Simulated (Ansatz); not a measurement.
**Zn2Si3N: what a guessed cell relaxes into**

Where does this trial cell of Zn2Si3N go when cell and atoms are let free?

Method: DFT PBE, scalar-relativistic, plane waves, PAW, in Ansatz 0.2.0.

## (1) The starting structure

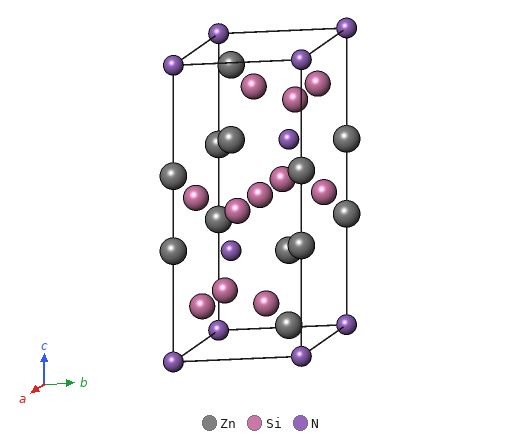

The starting structure, seen slightly off an axis (zinc grey, silicon pink, nitrogen purple). Atoms on the faces are drawn again on the opposite ones. The cell drawn here is the conventional one.

As a file:

```
Zn Si N
1.0
     2.52632    1.45857    3.98659
    -2.52632    1.45857    3.98659
     0.00000   -2.91714    3.98659
Zn Si N
2 3 1
Direct
  0.62639 0.62639 0.62639
  0.37361 0.37361 0.37361
  0.00000 0.50000 0.00000
  0.50000 0.00000 0.00000
  0.00000 0.00000 0.50000
  0.00000 0.00000 0.00000
```

Recipe of the guess: species swapped into a database cell of Tb2Al3Co (R-3m, No. 166), with Zn on the Tb sites, Si on the Al sites and N on the Co sites. The dimensions are guesses.

## (2) The guess as it stands, on a coarse mesh

File input.yaml:

```yaml
crystal:
  lattice:
    - [2.52631786, 1.45857029, 3.98658563]
    - [-2.52631786, 1.45857029, 3.98658563]
    - [0.0, -2.91714059, 3.98658563]
  atoms:
    - { symbol: Zn, position: [0.62638599, 0.62638599, 0.62638599] }
    - { symbol: Zn, position: [0.37361401, 0.37361401, 0.37361401] }
    - { symbol: Si, position: [0.0, 0.5, 0.0] }
    - { symbol: Si, position: [0.5, 0.0, 0.0] }
    - { symbol: Si, position: [0.0, 0.0, 0.5] }
    - { symbol: "N", position: [0.0, 0.0, 0.0] }
basis:
  ecutwfc: 420
kpoints:
  mp_grid: { grid: [6, 6, 6] }
hamiltonian:
  xc: pbe
scf:
  occupations: { method: gaussian, width: 0.1 }
  lower_state_search: "off"
output:
  forces: true
  stress: true
  eigenvalues: true
```

Command:

```console
$ ansatz run input.yaml --threads 1 --pin off --max-ram 2560MiB --backend cpu --events-out ev --progress --plain --runs-dir out
```

Further runs follow: spin check on a coarse mesh; coarse relaxation; final relaxation.

Q: Predict the outcome of this session. Wanted: conventional cell; volume; energy over the elements; gap on the mesh.

**Answer**, as computed:

```
                                                              quantity                                                                       value
                                symmetry at the end (tolerance 0.05 Å)                                                  space group R-3m (No. 166)
                                                     conventional cell  a = 5.616 Å, b = 5.616 Å, c = 9.190 Å, α = 90.00°, β = 90.00°, γ = 120.00°
                                                                volume                                                               13.94 Å³/atom
energy over the elements (uncorrected; H, N, O, F and Cl as molecules)                                                               +0.61 eV/atom
                                                       gap on the mesh                                                                none (metal)
```

**Reading.** The space group R-3m (No. 166) is kept, and the volume per atom shrinks by 5.1 % from the first guess. The formation energy is positive, so the separate elements lie lower. No finished test with a distortion of lower symmetry is shown, so the end may be a saddle point. A spin-polarised run here lost its starting moments, which speaks against magnetism, though one start doesn't rule it out. Other magnetic orders were not searched.
